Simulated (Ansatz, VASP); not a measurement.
# HgSb in two plane-wave programs, part 2 of 2

Aim: how closely do two programs agree when they are given the same cell, functional and k mesh? The cell is invented: As first built, before any earlier steps moved the atoms (in the runner's words): it takes the LaHg structure with some of its atoms replaced by other elements, volume scaled by an estimate. It may not be a known or stable phase. The cell is taken from a series of VASP runs on this material, whose earlier steps may have relaxed, scaled or displaced it; both programs get it as it stands. Valence electrons are named where the data sets of a main pair hold unlike numbers.

VASP 6.6.1 and Ansatz 0.2.0.

So far: Starting point; Ansatz: band structure, PBEsol with D3(BJ); VASP: band structure, PBEsol with D3(BJ).

### 4. Differences

Known differences besides the potentials themselves: the data sets hold 35 valence electrons in Ansatz (on its default PAW (the set named soft_2) files) and 17 in VASP; the cutoff is 420 eV in Ansatz and 400 eV in VASP; Ansatz makes its cores anew for this functional, VASP keeps those of its PBE data sets; VASP leaves aspherical gradient terms in its spheres out (LASPH is not set), Ansatz keeps them. Total energies have different zeros and are not compared.

The two programs side by side:

```tsv
quantity	Ansatz	VASP	difference
pressure (GPa)	-0.16	-0.01	-0.15
```

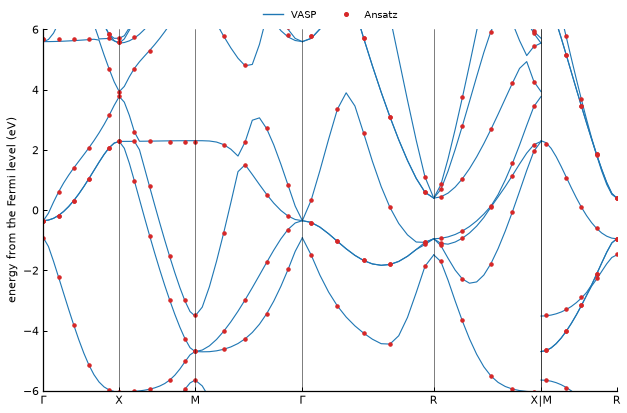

Bands from VASP (lines) and levels from Ansatz (dots). Dots without a line are higher empty bands that the VASP plot leaves out.

Levels from 3 eV below to 2 eV above the Fermi level differ by 9 meV r.m.s. and 26 meV at most; each VASP level is matched to the nearest of Ansatz, which flatters the figure a little. Ansatz's pressure holds a Pulay correction of 0.04 GPa; VASP's holds none.

### 5. VASP: single point, PBEsol with D3(BJ)

With cell and atoms fixed, the geometry can't cause a difference; cores, projectors, grids and the points listed under the comparison can.

The input, INCAR:

```
SYSTEM = HgSb
PREC = Accurate
ENCUT = 400
EDIFF = 1E-06
NELM = 100
ISMEAR = -1
SIGMA = 0.05
LREAL = .FALSE.
ALGO = Normal
GGA = PS
IVDW = 12
NBANDS = 24
LORBIT = 11
LWAVE = .FALSE.
LCHARG = .FALSE.
LOPTICS = .TRUE.
NEDOS = 1500
CSHIFT = 0.1
```

The input, POSCAR:

```
HgSb
1.0
    3.6045415904      0.0000000000      0.0000000000
    0.0000000000      3.6045415904      0.0000000000
    0.0000000000      0.0000000000      3.6045415904
Hg Sb
1 1
Direct
    0.5000000000      0.5000000000      0.5000000000
    0.0000000000      0.0000000000      0.0000000000
```

The input, KPOINTS:

```
Automatic mesh
0
Gamma
8 8 8
0 0 0
```

PAW data sets: Hg and Sb (PBE family, release 64).

Command:

```
$ mpirun -np 1 vasp_std
```

Numbers of over 12 decimals in the logs are rounded to 6 here.

Log:

```text
[banner, memory and clock lines left out]
running    1 mpi-ranks, on    1 nodes
[...]
[... a notice as in an earlier step ...]

 LDA part: xc-table for (Slater+PW92), standard interpolation
 POSCAR, INCAR and KPOINTS ok, starting setup
[...]
entering main loop
       N       E                     dE             d eps       ncg     rms          rms(c)
DAV:   1     0.897962079394E+02    0.89796E+02   -0.54846E+03  1736   0.475E+02
DAV:   2    -0.191111902827E+01   -0.91707E+02   -0.82304E+02  2016   0.155E+02
DAV:   3    -0.483969990210E+01   -0.29286E+01   -0.29110E+01  2104   0.278E+01
DAV:   4    -0.484879772044E+01   -0.90978E-02   -0.90972E-02  1936   0.176E+00
[...]
DAV:  10    -0.468286961636E+01   -0.49933E-05   -0.13005E-05  2008   0.259E-02    0.825E-03
DAV:  11    -0.468287063914E+01   -0.10228E-05   -0.75587E-07  1640   0.580E-03    0.102E-03
DAV:  12    -0.468287059173E+01    0.47412E-07   -0.45171E-08  1096   0.152E-03
   1 F= -.56855235E+01 E0= -.56788189E+01  d E =-.134090E-01
 optical routines
 imaginary and real dielectric function
 recalculating local potential from charge density
 direction            1
 direction            2
 direction            3
```

Parts of OUTCAR (step 5):

```text
 Edisp (eV)   -1.00265

  Total       0.12494     0.12494     0.12494    -0.00000     0.00000    -0.00000
  in kB       4.27425     4.27425     4.27425    -0.00000     0.00000    -0.00000
  external pressure =        4.27 kB  Pullay stress =        0.00 kB

  FREE ENERGIE OF THE ION-ELECTRON SYSTEM (eV)
  ---------------------------------------------------
  free  energy   TOTEN  =        -5.6855234652 eV

  energy  without entropy=       -5.6721144285  energy(sigma->0) =       -5.67881895

[... 2 parts as in an earlier step ...]

[... 2 further parts left out ...]
[key lines of the parts left out:]
E-fermi :   6.5500
```

The intraband (Drude) part is not in this spectrum.

### 6. Ansatz: single point, PBEsol with D3(BJ)

The same cell, functional, mesh and smearing now go to Ansatz, which takes its cutoff from its data sets.

The cell is taken from a series of VASP runs on this material, whose earlier steps may have relaxed, scaled or displaced it; both programs get it as it stands.

The input, input.yaml:

```yaml
crystal:
  lattice:
    - [3.6045415904, 0.0, 0.0]
    - [0.0, 3.6045415904, 0.0]
    - [0.0, 0.0, 3.6045415904]
  atoms:
    - { symbol: Hg, position: [0.5, 0.5, 0.5] }
    - { symbol: Sb, position: [0.0, 0.0, 0.0] }
hamiltonian:
  xc: pbesol
  pseudopotentials: { kind: paw }
  dispersion: d3bj
kpoints:
  mp_grid: { grid: [8, 8, 8] }
scf:
  occupations: { method: fermi_dirac, width: 0.05 }
  n_extra_bands: 4
output:
  forces: true
  stress: true
  eigenvalues: true
  write_density: true
  write_potential: true
  elf: true
  volumetric_format: npy
```

Command:

```
$ ansatz run input.yaml --threads 2 --pin off --max-ram 4608MiB --backend cpu --events-out ev --progress --plain --runs-dir out
```

Log:

```text
[...]
Crystal: 2 atoms, lattice volume = 46.833 Å³
Basis set: ecut = 420 eV, 925 PW (Γ), exchange–correlation on 50×50×50 points (8 copies of the dense FFT grid, shifted against one another)
Bands: 22, of which v1, the nominal top of the filled ones, is band 18 counted from 1 (17 counted from 0)
Symmetry: 48 space group operations
[...]
k-points: 35 of 512
[...]
--- Band table (eV; the first three rows and the last of 35) ---
  k-point 0: bands = [... 14 lower, 7.6107, 13.6486, 14.2092, 14.2092, 14.2092, 20.2389, 20.2389, 25.9789]
  k-point 1: bands = [... 14 lower, 7.6128, 11.9400, 14.4790, 14.4790, 15.3962, 20.2439, 21.1821, 24.7283]
  k-point 2: bands = [... 14 lower, 7.6178, 10.0367, 15.2200, 15.2200, 16.3030, 20.2574, 22.0096, 22.8769]
  k-point 34: bands = [... 14 lower, 7.9654, 13.0892, 13.6246, 13.6246, 13.6246, 14.9623, 14.9623, 14.9623]
[key lines of the parts left out:]
SCF converged after 6 iterations
Free energy (F): -20076.654335 eV
Fermi energy:    14.452685 eV
P = ⅓ Tr σ = 0.2537 GPa (2.537 kbar)
```

The job ended after 2.3 s (2 threads of Arm Neoverse V2, shared host; peak memory 0.32 GiB; 3 s of CPU time).

The run ends at a pressure of 0.25 GPa.

### 7. Side by side

What differs besides the data sets and the points named for the pairs above, as far as they apply: the data sets hold 35 valence electrons in Ansatz (on its default PAW (the set named soft_2) files) and 17 in VASP. Total energies have different zeros and are not compared.

The two programs side by side:

```tsv
quantity	Ansatz	VASP	difference
pressure (GPa)	0.25	0.43	-0.17
```

Ansatz's pressure holds a Pulay correction of 0.04 GPa; VASP's holds none.

### 8. Outcome

| Property | Result |
| --- | --- |
| r.m.s. difference of levels near the Fermi level (band structure, PBEsol with D3(BJ)) | 9.5 meV |
| difference in pressure (single point, PBEsol with D3(BJ)) | -0.17 GPa |

In words: The difference in pressure is -0.17 GPa (single point, PBEsol with D3(BJ)), within the 1 GPa picked in this series as the mark of a large difference. The data sets hold unlike numbers of valence electrons (35 in Ansatz and 17 in VASP), so part of the differences comes from the potentials. How closely two codes agree says nothing of how well the functional describes the real material.

[Lines on the potential files, build, host, timing and source positions are cut from VASP's logs without a mark.]

[Logs are printed without paths, hosts, clocks, repeated set-up lines and the standing remarks that a program may print on its own settings, such as how far it seeks lower states.]

[Hosts, paths, dates, database ids (printed as entryN), source tags and the programs' standing remarks are cut or masked in the printed files.]
